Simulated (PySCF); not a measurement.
# C4H5FO2: electronic excitations at several levels of theory, part 2 of 2

PySCF 2.14.0. Atoms count from 0. The steps go on from the part before.

## 9. Ultraviolet spectrum: wB97X-D/def2-SVPD

The job: settings as JSON, then the geometry in Å.

```
{"job": {"kind": "uv", "xc": "wB97X-D", "basis": "def2-SVPD", "ip": true}, "charge": 0, "multiplicity": 1}
O     -0.124967     0.598816     2.170463
C      0.202368     0.546736     1.028903
C      1.491817     0.637424     0.229833
O      0.740434     0.537302    -0.979078
C     -0.513880     0.367557    -0.317508
C     -1.124866    -0.987255    -0.547342
F     -0.273936    -1.959255    -0.088099
H      2.049931     1.585419     0.327191
H      2.176727    -0.214859     0.388043
H     -1.242799     1.163620    -0.562232
H     -1.295584    -1.144551    -1.625767
H     -2.086602    -1.060763    -0.011067
```

Method: TDDFT wB97X-D/def2-SVPD, vertical, gas phase, core orbitals frozen in the response.

Output:

```text
coarse grid: 10704 points
cycle   1  E = -404.9713964821  dE =  1.343e+00  |g| = 1.053e+00  |ddm| = 4.538e+00
cycle   2  E = -404.7356143945  dE =  2.358e-01  |g| = 1.602e+00  |ddm| = 2.660e+00
cycle   3  E = -405.1914343863  dE = -4.558e-01  |g| = 1.190e-01  |ddm| = 1.681e+00
cycle   4  E = -405.1931738572  dE = -1.739e-03  |g| = 8.190e-02  |ddm| = 1.834e-01
cycle   5  E = -405.1943654997  dE = -1.192e-03  |g| = 1.004e-02  |ddm| = 1.002e-01
cycle   6  E = -405.1943981169  dE = -3.262e-05  |g| = 4.253e-03  |ddm| = 2.612e-02
cycle   7  E = -405.1944031291  dE = -5.012e-06  |g| = 1.701e-03  |ddm| = 1.067e-02
final grid: 105712 points
cycle   8  E = -405.2645466424  dE = -1.020e-04  |g| = 5.928e-03  |ddm| = 1.351e-01
cycle   9  E = -405.2645477191  dE = -1.077e-06  |g| = 6.561e-03  |ddm| = 1.849e-02
cycle  10  E = -405.2645545398  dE = -6.821e-06  |g| = 5.329e-04  |ddm| = 5.549e-03
cycle  11  E = -405.2645546572  dE = -1.174e-07  |g| = 3.183e-04  |ddm| = 2.267e-03
cycle  12  E = -405.2645546819  dE = -2.475e-08  |g| = 9.130e-05  |ddm| = 5.397e-04
cycle  13  E = -405.2645546845  dE = -2.565e-09  |g| = 4.301e-05  |ddm| = 2.200e-04
cycle  14  E = -405.2645546851  dE = -6.773e-10  |g| = 1.578e-05  |ddm| = 1.192e-04
converged SCF energy = -405.2645546851

Static polarisability (au): isotropic 52.910, principal 45.299 54.557 58.875

Singlet excitations
state   eV       nm        f      main configurations
  1   4.4103    281.1   0.00007   H->L 0.97
  2   5.9993    206.7   0.00604   H-1->L 0.99
  3   7.7095    160.8   0.00021   H-2->L 0.61, H-3->L 0.25
  4   7.8099    158.8   0.00241   H-1->L+1 0.30, H-1->L+3 0.29, H-1->L+2 0.18
  5   7.8696    157.5   0.01119   H->L+2 0.43, H->L+1 0.37, H->L+3 0.13
  6   8.0318    154.4   0.03383   H->L+1 0.46, H->L+3 0.19, H->L+2 0.13
  7   8.3780    148.0   0.03041   H-1->L+1 0.51, H-1->L+2 0.29
  8   8.5805    144.5   0.03831   H-4->L 0.61, H-6->L 0.10, H->L+3 0.09
  9   8.6733    142.9   0.00196   H-3->L 0.59, H-2->L 0.27, H-4->L 0.09
 10   8.7205    142.2   0.01228   H->L+3 0.37, H->L+2 0.27, H-4->L 0.09

Triplet excitations (Tamm-Dancoff, eV): 3.8928 5.5673 6.6024 7.2642
Vertical ionisation energy (delta-SCF) = 10.2305 eV
```

Run time: 83 s. Hardware: 1 thread of Arm Neoverse V2, shared host; peak memory 0.89 GiB.

In short: HOMO -9.80 eV, LUMO 0.61 eV; lowest singlet 4.41 eV.

## 10. Ultraviolet spectrum: LC-wPBE/def2-SVPD

The job, as its differences from that of step 9:

```diff
@@ -1,2 +1,2 @@
-{"job": {"kind": "uv", "xc": "wB97X-D", "basis": "def2-SVPD", "ip": true}, "charge": 0, "multiplicity": 1}
+{"job": {"kind": "uv", "xc": "LC-wPBE", "basis": "def2-SVPD", "ip": true}, "charge": 0, "multiplicity": 1}
 O     -0.124967     0.598816     2.170463
```

With the program's defaults for keys left out, this is: TDDFT LC-wPBE/def2-SVPD, vertical, gas phase, core orbitals frozen in the response.

Output:

```text
coarse grid: 10704 points
cycle   1  E = -404.8264705952  dE =  1.466e+00  |g| = 1.096e+00  |ddm| = 4.516e+00
cycle   2  E = -404.6732405489  dE =  1.532e-01  |g| = 1.514e+00  |ddm| = 2.539e+00
cycle   3  E = -405.0706985646  dE = -3.975e-01  |g| = 1.097e-01  |ddm| = 1.530e+00
cycle   4  E = -405.0724282686  dE = -1.730e-03  |g| = 7.556e-02  |ddm| = 1.811e-01
cycle   5  E = -405.0734865256  dE = -1.058e-03  |g| = 1.230e-02  |ddm| = 9.784e-02
cycle   6  E = -405.0735481467  dE = -6.162e-05  |g| = 4.144e-03  |ddm| = 3.234e-02
cycle   7  E = -405.0735561704  dE = -8.024e-06  |g| = 1.631e-03  |ddm| = 1.454e-02
final grid: 105712 points
cycle   8  E = -405.1588007869  dE = -2.681e-05  |g| = 9.968e-03  |ddm| = 7.641e-02
cycle   9  E = -405.1587966475  dE =  4.139e-06  |g| = 1.165e-02  |ddm| = 1.911e-02
cycle  10  E = -405.1588179223  dE = -2.127e-05  |g| = 6.233e-04  |ddm| = 8.764e-03
cycle  11  E = -405.1588179418  dE = -1.953e-08  |g| = 4.132e-04  |ddm| = 1.121e-03
cycle  12  E = -405.1588179745  dE = -3.269e-08  |g| = 7.935e-05  |ddm| = 7.085e-04
cycle  13  E = -405.1588179774  dE = -2.864e-09  |g| = 3.110e-05  |ddm| = 2.018e-04
cycle  14  E = -405.1588179782  dE = -7.640e-10  |g| = 1.369e-05  |ddm| = 1.412e-04
converged SCF energy = -405.1588179782

Static polarisability (au): isotropic 51.838, principal 44.555 53.595 57.365

Singlet excitations
state   eV       nm        f      main configurations
  1   4.3873    282.6   0.00005   H->L 0.93
  2   6.5008    190.7   0.00720   H-1->L 0.97
  3   7.9694    155.6   0.00165   H-1->L+3 0.42, H-1->L+1 0.24, H-1->L+5 0.18
  4   8.1354    152.4   0.00024   H-2->L 0.51, H-3->L 0.35
  5   8.1745    151.7   0.01000   H->L+3 0.45, H->L+1 0.33
  6   8.4680    146.4   0.03874   H->L+1 0.39, H->L+5 0.23, H->L+3 0.19
  7   8.7528    141.7   0.03011   H-1->L+1 0.51, H-1->L+3 0.11, H-1->L+6 0.10
  8   9.0451    137.1   0.03992   H-4->L 0.36, H-6->L 0.22, H->L+2 0.17
  9   9.1808    135.0   0.03331   H->L+2 0.48, H-5->L 0.10, H-4->L 0.10
 10   9.2894    133.5   0.03285   H-1->L+2 0.66, H-1->L+4 0.13

Triplet excitations (Tamm-Dancoff, eV): 3.7919 5.8424 6.6999 7.4505
Vertical ionisation energy (delta-SCF) = 10.4124 eV
```

Run time: 97 s. Hardware: 1 thread of Arm Neoverse V2, shared host; peak memory 0.89 GiB.

In short: HOMO -10.64 eV, LUMO 1.17 eV; lowest singlet 4.39 eV.

## 11. Excited states and response: PBE0/6-31G*

The job, as its differences from that of step 10:

```diff
@@ -1,2 +1,2 @@
-{"job": {"kind": "uv", "xc": "LC-wPBE", "basis": "def2-SVPD", "ip": true}, "charge": 0, "multiplicity": 1}
+{"job": {"kind": "uv", "xc": "PBE0", "basis": "6-31G*"}, "charge": 0, "multiplicity": 1}
 O     -0.124967     0.598816     2.170463
```

Level: TDDFT PBE0/6-31G*, vertical, gas phase, core orbitals frozen in the response.

Output:

```text
coarse grid: 10704 points
cycle   1  E = -405.0799545155  dE =  1.216e+00  |g| = 9.907e-01  |ddm| = 3.426e+00
cycle   2  E = -404.5566990428  dE =  5.233e-01  |g| = 1.933e+00  |ddm| = 2.427e+00
cycle   3  E = -405.2593051966  dE = -7.026e-01  |g| = 2.106e-01  |ddm| = 1.753e+00
cycle   4  E = -405.2666097183  dE = -7.305e-03  |g| = 1.010e-01  |ddm| = 2.612e-01
cycle   5  E = -405.2683857431  dE = -1.776e-03  |g| = 2.010e-02  |ddm| = 8.566e-02
cycle   6  E = -405.2684702628  dE = -8.452e-05  |g| = 5.934e-03  |ddm| = 2.093e-02
cycle   7  E = -405.2684762507  dE = -5.988e-06  |g| = 1.689e-03  |ddm| = 5.260e-03
final grid: 105712 points
cycle   8  E = -405.2236983489  dE =  6.568e-07  |g| = 1.483e-02  |ddm| = 2.245e-02
cycle   9  E = -405.2235934089  dE =  1.049e-04  |g| = 2.782e-02  |ddm| = 2.989e-02
cycle  10  E = -405.2237400991  dE = -1.467e-04  |g| = 2.449e-03  |ddm| = 2.039e-02
cycle  11  E = -405.2237412293  dE = -1.130e-06  |g| = 3.037e-04  |ddm| = 1.920e-03
cycle  12  E = -405.2237412467  dE = -1.739e-08  |g| = 1.078e-04  |ddm| = 3.946e-04
cycle  13  E = -405.2237412492  dE = -2.527e-09  |g| = 2.255e-05  |ddm| = 1.183e-04
cycle  14  E = -405.2237412493  dE = -9.072e-11  |g| = 9.503e-06  |ddm| = 2.452e-05
converged SCF energy = -405.2237412493

Static polarisability (au): isotropic 44.510, principal 36.967 44.939 51.624

Singlet excitations
state   eV       nm        f      main configurations
  1   4.4041    281.5   0.00012   H->L 0.99
  2   5.6688    218.7   0.00455   H-1->L 0.99
  3   7.4085    167.4   0.00018   H-2->L 0.71, H-3->L 0.26
  4   7.9106    156.7   0.00119   H-3->L 0.72, H-2->L 0.27
  5   8.0179    154.6   0.00091   H-4->L 0.64, H->L+1 0.32
  6   8.0349    154.3   0.00197   H-1->L+1 0.97
  7   8.1130    152.8   0.05326   H->L+1 0.65, H-4->L 0.31
  8   8.9891    137.9   0.00963   H-6->L 0.84
  9   9.1649    135.3   0.00866   H->L+2 0.90
 10   9.3686    132.3   0.05682   H-1->L+2 0.86

Triplet excitations (Tamm-Dancoff, eV): 3.7911 5.2500 6.3568 6.9242
```

Wall time 10 s (1 thread of Arm Neoverse V2, shared host); peak memory 0.62 GiB.

This run: HOMO -7.52 eV, LUMO -0.81 eV; lowest singlet 4.40 eV.

## 12. Run by run: electronic excitations

Excitations and ground-state properties, with basis size and wall time:

| run | lowest singlet (eV) | brightest (eV) | f | gap (eV) | α (Å³) | μ (D) | functions | time |
| --- | --- | --- | --- | --- | --- | --- | --- | --- |
| HF/def2-SVPD | 4.93 | 8.98 | 0.112 | 14.05 | 7.27 | 2.20 | 189 | 21 s |
| LDA/def2-SVPD | 4.13 | 6.41 | 0.023 | 3.87 | 8.40 | 1.84 | 189 | 74 s |
| PBE/def2-SVPD | 4.19 | 6.35 | 0.023 | 3.96 | 8.35 | 1.79 | 189 | 1.8 min |
| B3LYP/def2-SVPD | 4.36 | 7.13 | 0.030 | 6.15 | 8.00 | 1.90 | 189 | 2.5 min |
| PBE0/def2-SVPD | 4.38 | 7.40 | 0.034 | 6.63 | 7.91 | 1.90 | 189 | 1.8 min |
| BHandHLYP/def2-SVPD | 4.57 | 9.11 | 0.035 | 9.36 | 7.63 | 2.03 | 189 | 68 s |
| CAM-B3LYP/def2-SVPD | 4.40 | 8.56 | 0.032 | 9.29 | 7.86 | 1.95 | 189 | 2 min |
| wB97X-D/def2-SVPD | 4.41 | 8.58 | 0.038 | 10.41 | 7.84 | 1.93 | 189 | 83 s |
| LC-wPBE/def2-SVPD | 4.39 | 9.05 | 0.040 | 11.81 | 7.68 | 1.93 | 189 | 97 s |
| PBE0/6-31G* | 4.40 | 9.37 | 0.057 | 6.70 | 6.60 | 1.61 | 108 | 10 s |

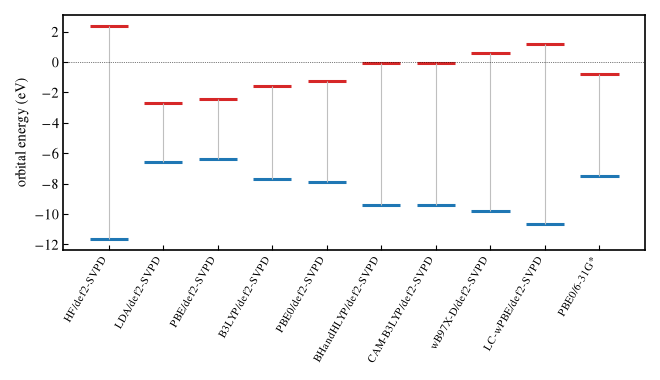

HOMO (blue) and LUMO (red) run by run.

## 13. Outcome

This closing draws on all 2 parts.

| quantity | value |
| --- | --- |
| lowest singlet (HF/def2-SVPD) | 4.93 eV (251 nm), f = 0.000 |
| brightest single state of those computed | state 2, 8.98 eV, f = 0.112 |
| lowest triplet | 4.38 eV |
| vertical ionisation energy (ΔSCF) | 9.26 eV |
| range of the lowest singlet | 4.13 to 4.93 eV |

Single values in the summary come from the first run of each kind that ended normally (HF/def2-SVPD), which need not be the best level. The first singlet state (HOMO→LUMO+1 0.27, HOMO→LUMO+4 0.22) lies at 4.93 eV and is dark; of the 10 states computed, the strongest absorption comes from state 2 at 8.98 eV (the last state computed is bright too, and its partners may lie past the list). The lowest triplet lies 0.55 eV below the lowest singlet (triplets in Tamm-Dancoff, singlets in full TDDFT). At HF/def2-SVPD, the highest states lie near or above the ionisation energy, where they hang on the basis. The orbital energy would give 11.66 eV for ionisation, ΔSCF gives 9.26 eV. The lowest singlet runs from 4.13 eV (LDA/def2-SVPD) to 4.93 eV (HF/def2-SVPD), while the orbital gap spans 3.87 to 14.05 eV. The lowest state need not be the same one in every run. The runs solved for a few states only, so the brightest column depends on that window.
